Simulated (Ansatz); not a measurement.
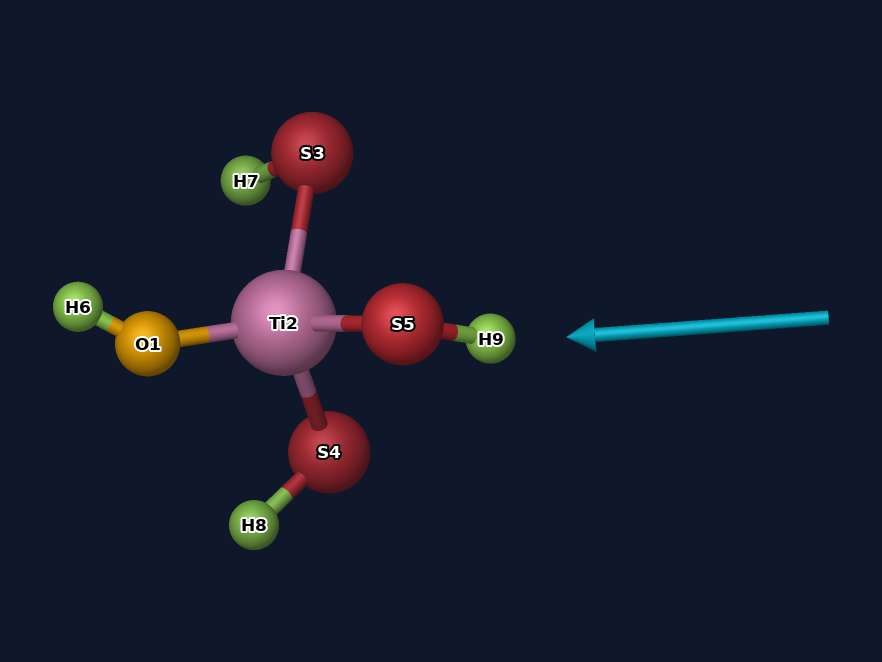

The arrow beside the molecule shows the direction of the dipole moment, from the negative to the positive end (its length means nothing). The species is neutral and a spin singlet. The computed structure is the end point of a PBE0-D4/def2-TZVP optimisation. No frequency run is at hand to confirm it as a minimum. Properties computed with RKS r2SCAN-D4/def2-TZVPP (Ansatz 0.2.0).

**Estimate the dipole moment.**

2.34 D; it points from the side of H9 to the side of H6 (the outermost atoms at the two ends).
